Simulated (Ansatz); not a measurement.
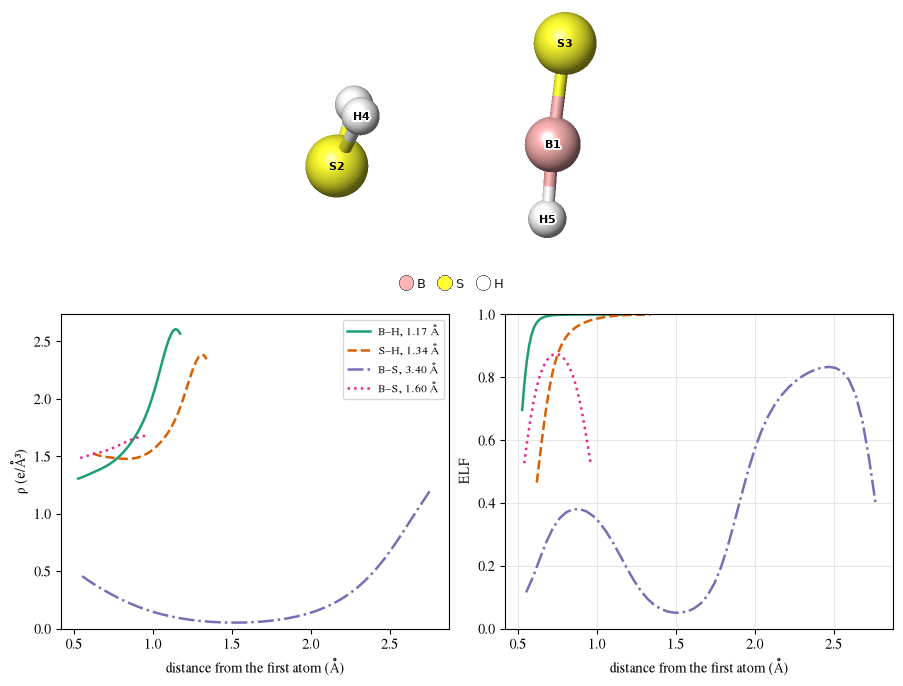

*BHS···H₂S. Electron density and electron localisation function along straight lines between neighbouring atoms. The curves leave out the atomic cores. The structure is drawn too.*

The product side of a reaction path; geometry: PBE0-D4/def2-TZVP.

The calculation used Ansatz 0.2.0, RKS PBE0-D4/def2-TZVPP.

Input

```
crystal:
  periodic: [false, false, false]
  atoms:
    - {symbol: B, position_ang: [-1.095474, 0.374909, -1.077912]}
    - {symbol: S, position_ang: [0.953337, -1.118242, 1.194755]}
    - {symbol: S, position_ang: [-0.551913, 1.882612, -1.094669]}
    - {symbol: H, position_ang: [1.729879, -0.441384, 0.335181]}
    - {symbol: H, position_ang: [-1.533211, -0.713711, -1.105433]}
    - {symbol: H, position_ang: [0.497382, 0.015814, 1.747979]}
basis:
  gaussian: {orbitals: def2-TZVPP}
hamiltonian: {xc: pbe0, dispersion: d4}
output: {orbitals: {seedname: orbitals}}
```

Command:

```sh
ansatz run in.yaml --threads 2 --pin off --events-out ev --progress --plain --max-ram 4352MiB
```

> Compare the contacts.

B–H (1.17 Å): ρ at the midpoint is about 1.3 e/Å³; the ELF climbs to about 1 towards the hydrogen, as it does in any bond to H (an ordinary covalent bond to hydrogen).
S–H (1.34 Å): ρ is about 1.5 e/Å³ halfway; the ELF climbs to about 1 towards the hydrogen.
B1···S2 (3.40 Å): the density falls to about 0.05 e/Å³ on the way; the ELF dips to about 0.05 between them; a non-bonded, intermolecular contact.
B–S (1.60 Å): ρ is about 1.6 e/Å³ halfway; the ELF peaks at about 0.85 between the atoms, as expected for a covalent bond.
